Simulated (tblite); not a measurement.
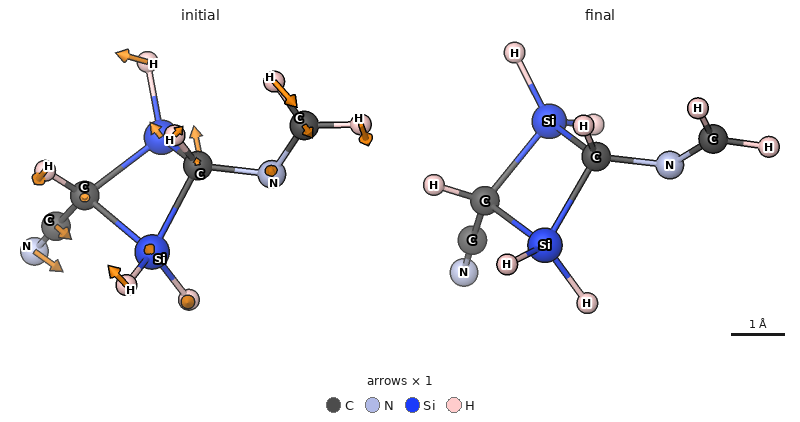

The structure of C$_{4}$H$_{8}$N$_{2}$Si$_{2}$ before (left) and after (right) a relaxation, at one scale. The orange arrows give the displacements, at their true length.

The picture is a ball-and-stick view, seen from a free direction.

The calculation used GFN2-xTB geometry optimisation, gas phase (tblite 0.8.0). 

Question: Summarise the run.

Answer: The energy falls by 0.648 eV in 110 geometry steps. An H atom moves most after the best rigid fit: 0.77 Å. By element the largest moves are H 0.77 Å, N 0.70 Å, C 0.44 Å, Si 0.38 Å. Among the contacts that change: C–Si 1.863 → 1.938 Å, C–Si 1.884 → 1.940 Å, C–C 1.450 → 1.412 Å, C–N 1.291 → 1.255 Å. Among the angles between lasting bonds that change: C–C–H 115.4° → 108.2°, Si–C–Si 85.2° → 91.7°, Si–C–C 109.7° → 116.1°. Groups turn about C–N by about 25°, C–Si by about 25°, C–Si by about 20°. The run took 1.6 s on 1 thread of Arm Neoverse N1 (shared host).
